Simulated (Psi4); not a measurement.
# HF/STO-3G run of N2O (nitrous oxide)

What is the energy change on altering one bond length of N2O (nitrous oxide) at HF/STO-3G? 

The results are computed with Psi4 1.11.

### Step 1. The molecule

The species is N2O (3 atoms), meant as a singlet with charge 0. SMILES: `N#[N+][O-]`. The shape is that of a PBE0-D4/def2-TZVP optimisation.

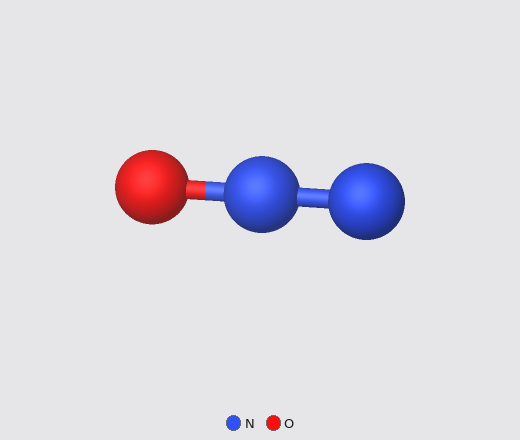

The structure, seen from a chosen angle (nitrogen blue, oxygen red).

### Step 2. A single-point energy at HF/STO-3G

Contents of n2o.in:

```
memory 1.6 GB

molecule {
  0 1
  N     -0.96697286     1.89218277    -0.31728502
  N     -0.01587370     0.03118048    -0.00529123
  O      0.98284656    -1.92336325     0.32257625
  units bohr
  symmetry c1
  no_reorient
  no_com
}

set {
  basis         STO-3G
  puream        true
  e_convergence 1e-09
  d_convergence 1e-08
  scf_type      pk
}

e, wfn = energy("scf", return_wfn=True)
oeprop(wfn, "LOWDIN_CHARGES", "WIBERG_LOWDIN_INDICES", "MAYER_INDICES")
```

Launch:

```bash
$ psi4 n2o.in n2o.out -n 1
```

n2o.out:

```text
[...]
  Running in c1 symmetry.
[...]
  Nuclear repulsion =   61.347861697462953
[...]
  Multiplicity = 1
[...]
  Nalpha       = 11
  Nbeta        = 11
[...]
    Number of basis functions: 15
[...]
   @RHF iter   1:  -181.03615071532204   -8.54306e-01   3.63516e-02 DIIS/ADIIS
[...]
   @RHF iter  10:  -181.18679841724048   -3.97904e-13   4.13482e-09 DIIS
[...]
    Orbital Energies [Eh]
    ---------------------
    Doubly Occupied:
       1A    -20.357621     2A    -15.713898     3A    -15.486419
       4A     -1.554451     5A     -1.364893     6A     -0.726252
       7A     -0.719390     8A     -0.719390     9A     -0.592601
      10A     -0.368646    11A     -0.368646
[...]
  @RHF Final Energy:  -181.18679841724048
   => Energetics <=
    Nuclear Repulsion Energy =             61.3478616974629531
    One-Electron Energy =                -369.1249094533998800
    Two-Electron Energy =                 126.5902493386964238
    Total Energy =                       -181.1867984172404817
[...]
 Multipole Moments:
 ------------------------------------------------------------------------------------
     Multipole            Electronic (a.u.)      Nuclear  (a.u.)        Total (a.u.)
 ------------------------------------------------------------------------------------
 L = 1.  Multiply by 2.5417464519 to convert [e a0] to [Debye]
 Dipole X            :         -1.0003401            0.9828466           -0.0174935
 Dipole Y            :          1.9576586           -1.9233632            0.0342953
 Dipole Z            :         -0.3283608            0.3225763           -0.0057845
 Magnitude           :                                                    0.0389314
[...]
```

Run time: 1.1 s. Hardware: 1 thread of Intel Xeon 6975P-C (Granite Rapids), shared host; peak memory 0.18 GiB.

### Step 3. The distorted shape: energy and forces at HF/STO-3G

Contents of n2o.in:

```
memory 1600 MB

molecule mol {
  N     -2.16547307     4.23770706    -0.71073733
  N     -1.21437391     2.37670477    -0.39874355
  O      0.98284656    -1.92336325     0.32257625
  units bohr
  symmetry c1
}

set basis STO-3G
set reference rhf
set puream true
set e_convergence 1e-09
set d_convergence 1e-08
set scf_type pk

result, w = gradient("scf", return_wfn=True)
oeprop(w, "MULLIKEN_CHARGES", "MAYER_INDICES", "DIPOLE", title="SCF")
```

Launch:

```bash
$ psi4 -n 1 n2o.in n2o.out
```

n2o.out:

```text
[...]
  Running in c1 symmetry.
[...]
  Nuclear repulsion =   42.663102498588827
[...]
  Multiplicity = 1
[...]
  Nalpha       = 11
  Nbeta        = 11
[...]
    Number of basis functions: 15
[...]
   @RHF iter   1:  -181.03042362888866   -1.85362e+00   2.15958e-02 DIIS/ADIIS
[...]
   @RHF iter  10:  -181.16475725990028    2.84217e-14   8.41392e-09 DIIS
[...]
    Orbital Energies [Eh]
    ---------------------
    Doubly Occupied:
       1A    -20.271123     2A    -15.521933     3A    -15.518716
       4A     -1.430924     5A     -1.108589     6A     -0.735216
       7A     -0.567155     8A     -0.567155     9A     -0.545048
      10A     -0.395489    11A     -0.395489
[...]
  @RHF Final Energy:  -181.16475725990028
   => Energetics <=
    Nuclear Repulsion Energy =             42.6631024985888274
    One-Electron Energy =                -333.5420497130599529
    Two-Electron Energy =                 109.7141899545708270
    Total Energy =                       -181.1647572599002842
[...]
  -Total Gradient:
     Atom            X                  Y                   Z
    ------   -----------------  -----------------  -----------------
       1       -0.000000169250    -0.000000206847    -0.057720129512
       2        0.000000534179     0.000000652842     0.061032247893
       3       -0.000000364929    -0.000000445995    -0.003312118381
[...]
 Multipole Moments:
 ------------------------------------------------------------------------------------
     Multipole            Electronic (a.u.)      Nuclear  (a.u.)        Total (a.u.)
 ------------------------------------------------------------------------------------
 L = 1.  Multiply by 2.5417464519 to convert [e a0] to [Debye]
 Dipole X            :          0.0000042           -0.0000010            0.0000033
 Dipole Y            :          0.0000052           -0.0000012            0.0000040
 Dipole Z            :          0.0728740           -0.0162482            0.0566258
 Magnitude           :                                                    0.0566258
[...]
  Mulliken Charges: (a.u.)
   Center  Symbol    Alpha    Beta     Spin     Total
       1     N     3.49456  3.49456  0.00000  0.01088
       2     N     3.50320  3.50320  0.00000 -0.00639
       3     O     4.00225  4.00225  0.00000 -0.00449
   Total alpha = 11.00000, Total beta = 11.00000, Total charge =  0.00000
  Mayer Bond Indices:
[...]
```

Run time: 1 s. Hardware: 1 thread of Intel Xeon 6975P-C (Granite Rapids), shared host; peak memory 0.18 GiB.

### Step 4. Summary of results

Level: HF/STO-3G.

| quantity | value |
| --- | --- |
| first shape: total energy | -181.18680 Eh |
| first shape: dipole moment | 0.10 D |
| first shape: HOMO energy | -10.03 eV |
| first shape: LUMO energy | 7.08 eV |
| first shape: HOMO–LUMO gap | 17.12 eV |
| distorted shape: total energy | -181.16476 Eh |
| distorted shape: dipole moment | 0.14 D |
| distorted shape: HOMO energy | -10.76 eV |
| distorted shape: LUMO energy | 6.81 eV |
| distorted shape: HOMO–LUMO gap | 17.58 eV |
| distorted shape: largest force on an atom | 3.138 eV/Å |
| energy change with the N2–O3 bond stretched from 1.174 to 2.584 Å | 0.600 eV |

What this shows: With the N2–O3 bond stretched from 1.174 to 2.584 Å the energy rises by 0.60 eV (57.9 kJ/mol). The first shape isn't relaxed at this level, so the change isn't measured from a minimum. A restricted reference can't describe the breaking bond well at this length. The minimal basis adds a large error of its own.
